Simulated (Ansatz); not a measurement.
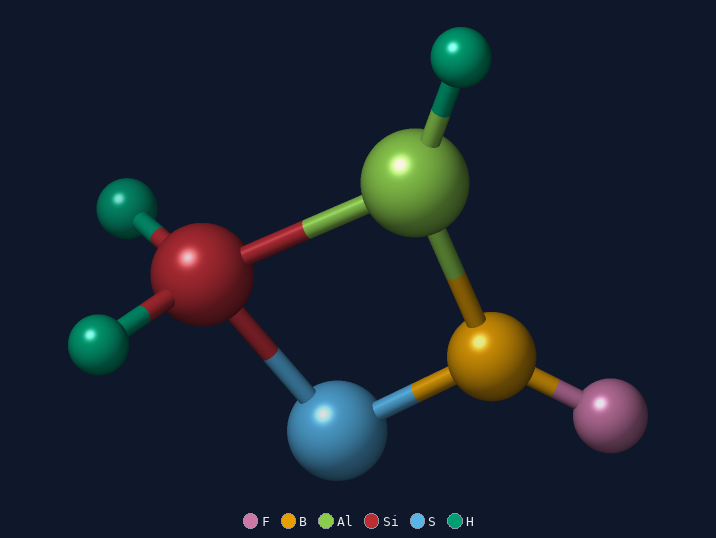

Every bond is drawn as one stick, whatever its order.

The computed structure is the end point of a PBE0-D4/def2-TZVP optimisation.

Which formula does it have?

Answer. AlBFH₃SSi, 8 atoms: 1 aluminium, 1 boron, 1 fluorine, 3 hydrogen, 1 sulfur and 1 silicon.

What is its SMILES?

Answer. F[B]1[AlH][SiH2]S1

Which point group does it belong to?

Answer. Cs.

Name functional groups in it.

Answer. Among them: Si–H bond.

How many atoms are distinct by symmetry?

Answer. 7: 1 F, 1 B, 1 Al, 1 Si, 1 S, 1 H, 2 H.

More results for the same structure follow; atom numbers are the same in all pictures, views and colours differ.

## Vibrations

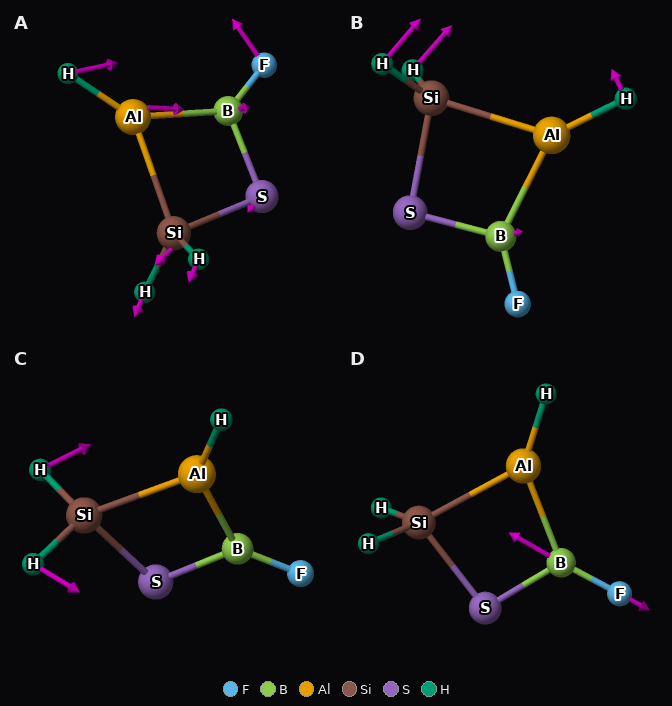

4 normal modes of one molecule or complex, as arrows. Harmonic vibrations computed with RKS PBE0-D4/def2-TZVP (Ansatz 0.2.0) at a stationary point of the same level.

Match the panels to the wavenumbers 284 cm⁻¹, 699 cm⁻¹, 946 cm⁻¹, 1307 cm⁻¹.

Answer. A: 284 cm⁻¹
B: 699 cm⁻¹, angle bending
C: 946 cm⁻¹, angle bending
D: 1307 cm⁻¹

## Levels of theory compared

Program: Ansatz 0.2.0.

Compare dipole (D) at these levels: B3LYP-D4/def2-TZVPP; PBE-D4/def2-TZVPP; PBE0-D4/def2-TZVP; r2SCAN-D4/def2-TZVPP; ωB97M-V/def2-TZVPP.

```csv
level,dipole (D)
B3LYP-D4/def2-TZVPP,2.04
PBE-D4/def2-TZVPP,1.70
PBE0-D4/def2-TZVP,2.01
r2SCAN-D4/def2-TZVPP,1.87
ωB97M-V/def2-TZVPP,2.14
```

## Charges

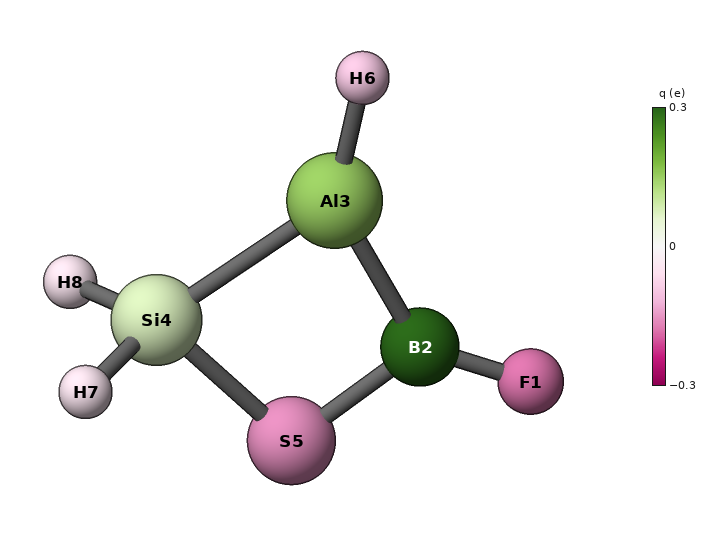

Atoms are coloured by their Mulliken charges. Properties computed with RKS PBE-D4/def2-TZVPP (Ansatz 0.2.0).

Which atom carries the highest charge (most positive or least negative)?

Answer. B2 (0.29 e).

And the lowest?

Answer. F1 (−0.18 e).

List the Mulliken charges.

| atom | value (e) |
| --- | --- |
| F1 | −0.18 |
| B2 | 0.29 |
| Al3 | 0.15 |
| Si4 | 0.07 |
| S5 | −0.16 |
| H6 | −0.09 |
| H7 | −0.04 |
| H8 | −0.04 |

Mulliken values depend strongly on the basis set and can even reverse the polarity of a bond.
